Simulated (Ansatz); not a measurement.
Reaction (SMILES): FF (F2) → 2 F atom
B3LYP-D3(BJ)/def2-TZVP geometries, fixed; electronic energies without zero-point terms.

Basis-set convergence of the atomisation energy at PBE with Ansatz (a first-principles code). All functions are spherical. The program fits the integrals of some runs and decomposes those of others, by size. Open shells are unrestricted. No added dispersion term, no relativity. Functions are those of the species that has most. Reference: the value in aug-cc-pV5Z, 52.86 kcal/mol, itself unsure by roughly 0.05 kcal/mol (its mean distance from pcseg-4, aug-pcseg-3, aug-cc-pVQZ). Deviations are taken from unrounded values.

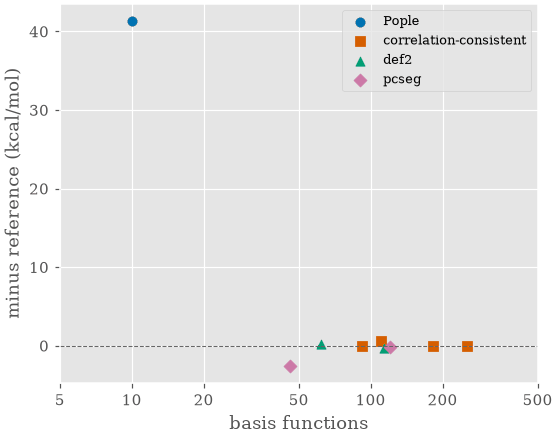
Deviation from the reference against the number of basis functions, by family of sets.

```
basis        functions  atomisation energy (kcal/mol)  minus reference (kcal/mol)
-----------  ---------  -----------------------------  --------------------------
STO-3G              10                          94.21                       41.34
aug-pcseg-1         46                          50.32                       -2.55
def2-TZVPP          62                          53.06                        0.20
aug-cc-pVTZ         92                          52.84                       -0.03
cc-pVQZ            110                          53.45                        0.58
def2-QZVPP         114                          52.57                       -0.30
pcseg-3            120                          52.75                       -0.11
cc-pV5Z            182                          52.86                        0.00
aug-cc-pV5Z        254                          52.86                        0.00
```
